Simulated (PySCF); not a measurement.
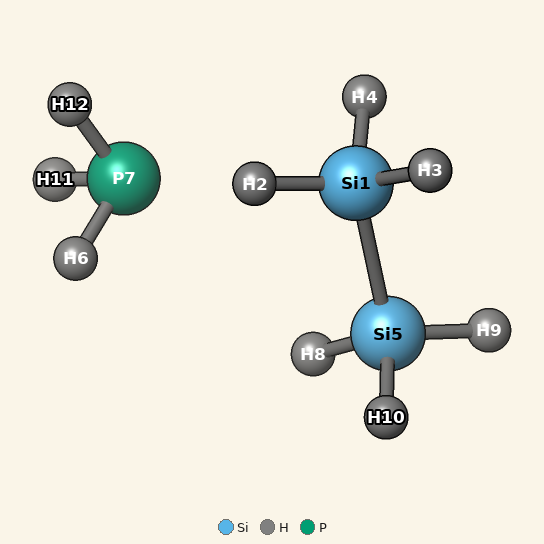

The computed structure is the end point of a PBE0-D4/def2-TZVP optimisation. No frequency run is at hand to confirm it as a minimum.

List the bonds and their lengths.

```json
{"bond": "Si1–H2", "length (Å)": "1.488"}
{"bond": "Si1–H3", "length (Å)": "1.490"}
{"bond": "Si1–H4", "length (Å)": "1.486"}
{"bond": "Si1–Si5", "length (Å)": "2.339"}
{"bond": "Si5–H8", "length (Å)": "1.486"}
{"bond": "Si5–H9", "length (Å)": "1.488"}
{"bond": "Si5–H10", "length (Å)": "1.489"}
{"bond": "H6–P7", "length (Å)": "1.419"}
{"bond": "P7–H11", "length (Å)": "1.420"}
{"bond": "P7–H12", "length (Å)": "1.419"}
```
